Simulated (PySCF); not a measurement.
**One shape, several levels: singlet CaH+**

We compute a comparison of 6 runs (CAM-B3LYP/def2-TZVPP, M06-L/def2-TZVPP, PBE0/def2-TZVPP, TPSS/def2-TZVPP, revPBE/def2-TZVPP, wB97X/def2-TZVPP) of singlet CaH+. 

The calculation is run with PySCF 2.14.0.

2 further runs of the same task are left out: 2 set aside as unsound or not needed.

### Step 1. The system as given

CaH+: 2 atoms, total charge +1, spin state singlet. As SMILES of the parent species, `[CaH]`. The shape is that of a PBE0-D4/def2-TZVP optimisation. That shape belongs to the parent species and isn't relaxed for this state.

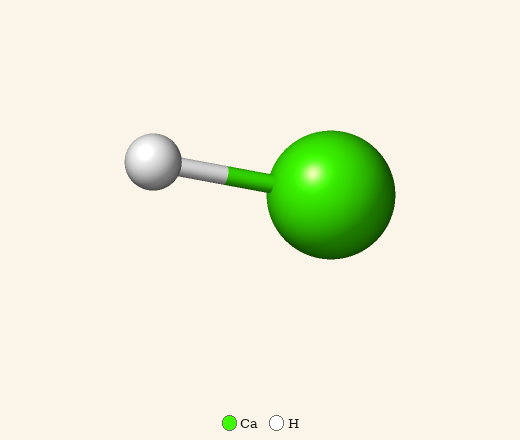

Viewed from a chosen angle; calcium green, hydrogen white.

### Step 2. The energy at CAM-B3LYP/def2-TZVPP (run 1)

input.py

```python
from pyscf import gto, dft

mol = gto.M(
    atom='Ca 0.000000 0.000000 0.020040; H -0.000000 -0.000000 2.009840',
    charge=1,
    basis='def2-tzvpp',
    verbose=3,
    spin=0,
    max_memory=1860,
)

mf = dft.RKS(mol, xc='cam-b3lyp')
mf.grids.level = 5
mf.conv_tol = 1e-10
mf.kernel()
if not mf.converged:
    mf = mf.newton().run(mf.mo_coeff, mf.mo_occ)

etot = mf.e_tot
print('Final energy', etot)
```

On the command line:

```console
$ OMP_NUM_THREADS=1 python input.py
```

The program printed:

```text
converged SCF energy = -677.943338318287
Final energy -677.9433383182868
```

It took 3.3 s on 1 thread of Arm Neoverse V1, shared host; peak memory 0.25 GiB.

### Step 3. A single-point energy at M06-L/def2-TZVPP (run 2)

calc.py

```python
from pyscf import gto, dft

mol = gto.M(
    atom='Ca 0.000000 0.000000 0.020040; H -0.000000 -0.000000 2.009840',
    spin=0,
    verbose=4,
    max_memory=1860,
    charge=1,
    basis='def2-tzvpp',
)

mf = dft.RKS(mol, xc='m06-l')
mf.conv_tol = 1e-10
mf.grids.level = 5
mf.kernel()
if not mf.converged:
    mf = mf.newton().run(mf.mo_coeff, mf.mo_occ)

etot = mf.e_tot
print('E = %.10f Eh' % etot)
```

On the command line:

```console
$ OMP_NUM_THREADS=1 python calc.py
```

The program printed:

```text
PySCF version 2.14.0

[... 70 lines left out ...]
converged SCF energy = -677.913845031069
E = -677.9138450311 Eh
```

Run time: 4.2 s. Hardware: 1 thread of Arm Neoverse V1, shared host; peak memory 0.28 GiB.

Runs 3 to 5 aren't shown in full; the table further down has their settings and results.

### Step 4. A single-point energy at wB97X/def2-TZVPP (run 6)

mol.xyz

```xyz
2
CaH
Ca     0.000000     0.000000     0.020040
H      0.000000     0.000000     2.009840
```

input.py

```python
from pyscf import gto, dft

mol = gto.M(
    atom='mol.xyz',
    basis='def2-tzvpp',
    spin=0,
    max_memory=1860,
    charge=1,
    verbose=4,
)

mf = dft.RKS(mol, xc='wb97x')
mf.grids.level = 5
mf.conv_tol = 1e-10
mf.kernel()
if not mf.converged:
    mf = mf.newton().run(mf.mo_coeff, mf.mo_occ)

e_final = mf.e_tot
print('E(%s) = %.9f' % ('WB97X', e_final))
```

On the command line:

```console
$ OMP_NUM_THREADS=1 python input.py
```

The program printed:

```text
PySCF version 2.14.0

[... 71 lines left out ...]
converged SCF energy = -677.923820439138
E(WB97X) = -677.923820439
```

It took 3.6 s on 1 thread of Arm Neoverse V1, shared host; peak memory 0.25 GiB.

### Step 5. The series

```
run                 level  energy (Eh)  HOMO energy (eV)  LUMO energy (eV)  HOMO–LUMO gap (eV)  wall time
  1  CAM-B3LYP/def2-TZVPP  -677.943338            -12.97             -6.62                6.34      3.3 s
  2      M06-L/def2-TZVPP  -677.913845            -10.41             -6.88                3.53      4.2 s
  3       PBE0/def2-TZVPP  -677.737949            -11.59             -7.22                4.37      2.3 s
  4       TPSS/def2-TZVPP  -677.945913            -10.65             -7.77                2.88      4.2 s
  5     revPBE/def2-TZVPP  -677.818977            -10.58             -7.95                2.63      2.4 s
  6      wB97X/def2-TZVPP  -677.923820            -13.78             -5.08                8.70      3.6 s
```

### Step 6. What came out

| quantity | value |
| --- | --- |
| run 6: total energy | -677.92382 Eh |
| run 6: HOMO energy | -13.78 eV |
| run 6: LUMO energy | -5.08 eV |
| run 6: HOMO–LUMO gap | 8.70 eV |

The HOMO–LUMO gap runs from 2.63 eV (revPBE/def2-TZVPP) to 8.70 eV (wB97X/def2-TZVPP). Totals of different functionals can't be ranked against each other. All runs together took 20 s, the longest 4.2 s.
